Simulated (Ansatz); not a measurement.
**Nudged elastic band, with input and output: MoHCl₃F₄ (part 2 of 2)**

Continued. System: MoHCl₃F₄. Method: RHF/def2-SVP (Ansatz 0.2.0). It belongs to a series of runs on one base structure; here: band between the two ends.

Geometry of the input (Å):
```
Mo 0.9247  -0.3510  -0.2160
F  0.0404  -0.2625  1.5168
F  2.3124  0.5730  0.4436
F  -0.7486  0.9441  -0.5246
Cl -4.2323  1.9312  1.8462
F  0.3311  -2.0305  -0.4286
Cl 1.8068  -0.2881  -2.4209
Cl -2.5075  0.9173  2.1432
H  -1.2537  1.0150  0.2543
```

Log, continued
```
NEB iter  44: max|band force component| = 4.391e-2 eV/Å  barrier→ = 0.0675 eV  barrier← = 0.8744 eV  CI = image 1  Δτ_max = 0.0475 Å  (388 SCF iters)
NEB iter  45: max|band force component| = 3.633e-2 eV/Å  barrier→ = 0.0671 eV  barrier← = 0.8741 eV  CI = image 1  Δτ_max = 0.0960 Å  (399 SCF iters)
NEB iter  46: max|band force component| = 1.461e-1 eV/Å  barrier→ = 0.0667 eV  barrier← = 0.8737 eV  CI = image 1  Δτ_max = 0.0475 Å  (389 SCF iters)
NEB iter  47: max|band force component| = 4.134e-2 eV/Å  barrier→ = 0.0669 eV  barrier← = 0.8738 eV  CI = image 1  Δτ_max = 0.0955 Å  (389 SCF iters)
NEB iter  48: max|band force component| = 1.147e-1 eV/Å  barrier→ = 0.0665 eV  barrier← = 0.8734 eV  CI = image 1  Δτ_max = 0.0474 Å  (392 SCF iters)
NEB iter  49: max|band force component| = 2.343e-1 eV/Å  barrier→ = 0.0669 eV  barrier← = 0.8738 eV  CI = image 1  Δτ_max = 0.0239 Å  (394 SCF iters)
NEB iter  50: max|band force component| = 2.090e-1 eV/Å  barrier→ = 0.0669 eV  barrier← = 0.8738 eV  CI = image 1  Δτ_max = 0.0473 Å  (396 SCF iters)
NEB iter  51: max|band force component| = 1.757e-1 eV/Å  barrier→ = 0.0672 eV  barrier← = 0.8741 eV  CI = image 1  Δτ_max = 0.0530 Å  (386 SCF iters)
NEB iter  52: max|band force component| = 9.211e-2 eV/Å  barrier→ = 0.0676 eV  barrier← = 0.8746 eV  CI = image 1  Δτ_max = 0.0450 Å  (384 SCF iters)
NEB iter  53: max|band force component| = 1.390e-1 eV/Å  barrier→ = 0.0686 eV  barrier← = 0.8755 eV  CI = image 1  Δτ_max = 0.0224 Å  (388 SCF iters)
the calculation of the forces begins
reference -50168.98378566 eV, -1843.6761483646 hartree; 51, 51 occupied and 95, 95 virtual orbitals, 1487 factors
1491 factors; integrals over basis functions are off by at most 7.3e-4 eV
mean field evaluation 3552: about -50160.2999 eV, gradient 5.9e1 eV
mean field evaluation 3584: about -50165.7742 eV, gradient 2.2e0 eV
mean field evaluation 3616: about -50145.8685 eV, gradient 6.0e1 eV
mean field evaluation 3648: about -50165.9764 eV, gradient 7.3e-1 eV
mean field -50168.11533103 eV, -1843.6442332456 hartree, gradient 2.0e-5 eV, S^2 0.000000; 1 other end points of the search recorded, 0 dependent functions left out
the calculation of the forces begins
reference -50168.11533103 eV, -1843.6442332456 hartree; 51, 51 occupied and 95, 95 virtual orbitals, 1491 factors
NEB iter  54: max|band force component| = 2.190e-2 eV/Å  barrier→ = 0.0688 eV  barrier← = 0.8757 eV  CI = image 1  Δτ_max = 0.0000 Å  (1531 SCF iters)
```

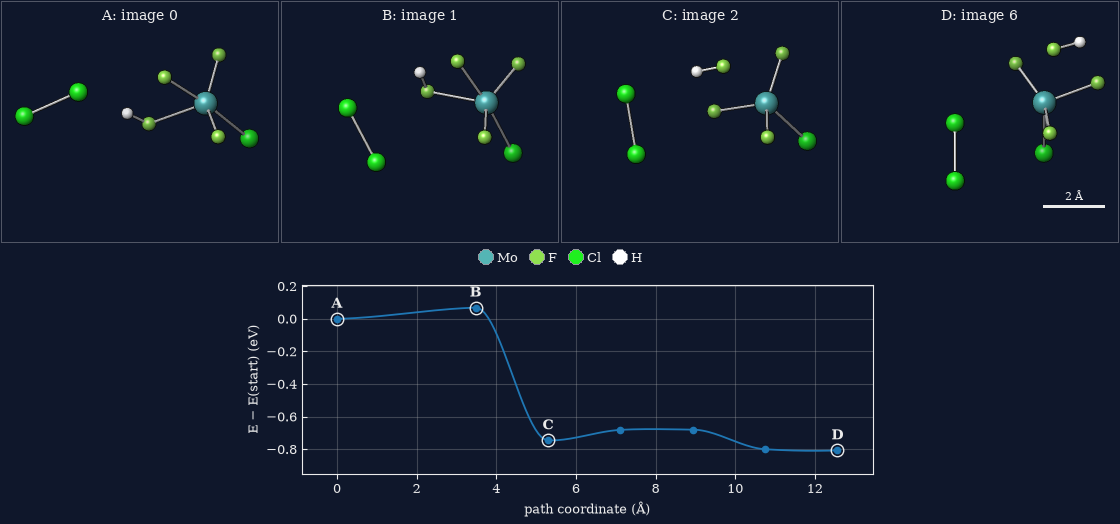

Images of the last band (counted from 0; ball-and-stick, seen at a tilt) above the energy along the path; the line is a cubic interpolation that uses the forces. The highest image is number 1, 0.069 eV above the start and 0.876 eV above the end (the climbing image); the end lies 0.807 eV below the start. The path is 12.57 Å long. The band converged in 54 iterations.

```
Total energy: -50168.11533103 eV, -1843.6442332456 hartree
Atom 0 at     0.691613    -0.261667    -0.214347 Å, force     0.005257    -0.009294    -0.005990 eV/Å
Atom 1 at     0.467114    -0.138851     1.738521 Å, force     0.004246    -0.015221     0.005504 eV/Å
Atom 2 at     2.448283     0.047831    -0.038164 Å, force    -0.001789     0.001120     0.003627 eV/Å
Atom 3 at    -0.258217     1.566396     0.330833 Å, force    -0.009184    -0.000846    -0.005401 eV/Å
Atom 4 at    -3.537105     0.299996     0.335057 Å, force    -0.002200     0.004719     0.003743 eV/Å
Atom 5 at    -0.477779    -1.618181    -0.275091 Å, force     0.003843     0.000434    -0.002138 eV/Å
Atom 6 at     0.798503    -0.131031    -2.572712 Å, force     0.003220     0.000400    -0.000057 eV/Å
Atom 7 at    -3.183646     1.297572     2.058132 Å, force     0.004377    -0.001225     0.001243 eV/Å
Atom 8 at    -0.275468     1.386532     1.251772 Å, force    -0.007770     0.019912    -0.000531 eV/Å
Dipole moment:    -0.381483     0.429277     0.463300 e Å
this run last wrote the band of iteration 54 to [file]
```

The last band as extended XYZ (Å, eV, eV/Å)
```
9
Properties=species:S:1:pos:R:3:forces:R:3 image=0 energy=-50168.18411
Mo    0.9247   -0.3510   -0.2160   -0.0299  -0.0070  -0.0037
F     0.0404   -0.2625    1.5168    0.0121  -0.0152   0.0139
F     2.3124    0.5730    0.4436    0.0112   0.0110   0.0000
F    -0.7486    0.9441   -0.5246    0.0056   0.0124  -0.0228
Cl   -4.2323    1.9312    1.8462    0.0052   0.0020   0.0055
F     0.3311   -2.0305   -0.4286    0.0090  -0.0050  -0.0015
Cl    1.8068   -0.2881   -2.4209    0.0017   0.0015   0.0089
Cl   -2.5075    0.9173    2.1432   -0.0055   0.0044  -0.0059
H    -1.2537    1.0150    0.2543   -0.0093  -0.0041   0.0056
9
Properties=species:S:1:pos:R:3:forces:R:3 image=1 energy=-50168.11533
Mo    0.6916   -0.2617   -0.2143    0.0053  -0.0093  -0.0060
F     0.4671   -0.1389    1.7385    0.0042  -0.0152   0.0055
F     2.4483    0.0478   -0.0382   -0.0018   0.0011   0.0036
F    -0.2582    1.5664    0.3308   -0.0092  -0.0008  -0.0054
Cl   -3.5371    0.3000    0.3351   -0.0022   0.0047   0.0037
F    -0.4778   -1.6182   -0.2751    0.0038   0.0004  -0.0021
Cl    0.7985   -0.1310   -2.5727    0.0032   0.0004  -0.0001
Cl   -3.1836    1.2976    2.0581    0.0044  -0.0012   0.0012
H    -0.2755    1.3865    1.2518   -0.0078   0.0199  -0.0005
9
Properties=species:S:1:pos:R:3:forces:R:3 image=2 energy=-50168.92962
Mo    0.7833   -0.2264   -0.4379   -0.0016   0.0048  -0.0054
F     0.0716    0.0578    1.7492   -0.0110   0.0044   0.0009
F     2.3314    0.4447    0.2097   -0.0022   0.0042   0.0007
F    -0.4225    1.2096   -0.4935    0.0037  -0.0051  -0.0085
Cl   -3.7747    0.7802    0.6128   -0.0026  -0.0018   0.0034
F    -0.3042   -1.6709   -0.3535   -0.0003  -0.0009  -0.0020
Cl    1.4339   -0.4459   -2.6437    0.0058  -0.0011  -0.0002
Cl   -2.8333    1.6298    2.1868    0.0062   0.0062   0.0011
H    -0.6122    0.6698    1.7841    0.0019  -0.0106   0.0099
9
Properties=species:S:1:pos:R:3:forces:R:3 image=3 energy=-50168.86506
Mo    0.6732   -0.2110   -0.3288    0.0015   0.0030   0.0036
F     0.3096   -0.1102    1.9806   -0.0038   0.0026  -0.0012
F     2.3778    0.1954    0.1381    0.0010  -0.0003   0.0010
F    -0.0947    1.4592    0.0449    0.0001  -0.0016  -0.0060
Cl   -3.4816    0.2153    0.2801   -0.0014   0.0000   0.0025
F    -0.4860   -1.5937   -0.2474   -0.0011  -0.0001  -0.0045
Cl    0.8959   -0.1993   -2.6258    0.0064  -0.0036  -0.0012
Cl   -3.4437    1.9848    1.2549    0.0016  -0.0005   0.0085
H    -0.0772    0.7080    2.1175   -0.0043   0.0005  -0.0028
9
Properties=species:S:1:pos:R:3:forces:R:3 image=4 energy=-50168.86344
Mo    0.4688   -0.1315   -0.2477   -0.0170   0.0156   0.0171
F     0.8120   -0.3537    2.0680   -0.0043   0.0031   0.0003
F     2.2499    0.2644   -0.2387    0.0091  -0.0015  -0.0009
F    -0.0240    1.4938    0.5266    0.0042  -0.0058  -0.0105
Cl   -3.2990    0.1176    0.3256    0.0020  -0.0006   0.0014
F    -0.4782   -1.6594   -0.0597    0.0028  -0.0042  -0.0075
Cl    0.0133    0.1595   -2.4920    0.0012  -0.0029  -0.0022
Cl   -3.6803    2.1009    0.2928    0.0001  -0.0003   0.0022
H     0.6107    0.4570    2.4392    0.0019  -0.0034   0.0000
9
Properties=species:S:1:pos:R:3:forces:R:3 image=5 energy=-50168.98379
Mo    0.0299    0.0703   -0.2199   -0.0049   0.0037   0.0011
F     0.5720    0.0670    2.0668   -0.0068   0.0081   0.0031
F     1.9000   -0.1056   -0.0784   -0.0050  -0.0045   0.0074
F    -0.1441    1.8442    0.0914   -0.0041   0.0056  -0.0066
Cl   -3.0424    0.3787   -0.1650    0.0041   0.0028  -0.0144
F    -0.5031   -1.6144    0.1708    0.0006   0.0023   0.0036
Cl   -0.2336    0.0216   -2.5193    0.0007  -0.0020   0.0006
Cl   -3.3888    1.7978    1.2309    0.0038  -0.0075   0.0109
H     1.4835   -0.0111    2.0366    0.0118  -0.0083  -0.0056
9
Properties=species:S:1:pos:R:3:forces:R:3 image=6 energy=-50168.99104
Mo    0.0221    0.2701   -0.0829   -0.0108  -0.0100   0.0220
F     0.9684    0.1171    2.0694    0.0073  -0.0053  -0.0058
F     1.7845   -0.3690   -0.2702    0.0057   0.0017   0.0016
F     0.3274    2.0347    0.1972    0.0038  -0.0139  -0.0005
Cl   -4.0553    0.0517    0.0484    0.0092   0.0064   0.0069
F    -0.8249   -1.2329    0.4637    0.0113   0.0286  -0.0157
Cl   -0.6391    0.3219   -2.2982   -0.0018  -0.0055  -0.0069
Cl   -2.7148    1.4519    0.6178   -0.0106  -0.0073  -0.0017
H     1.8050   -0.1969    1.8688   -0.0141   0.0055   0.0002
```
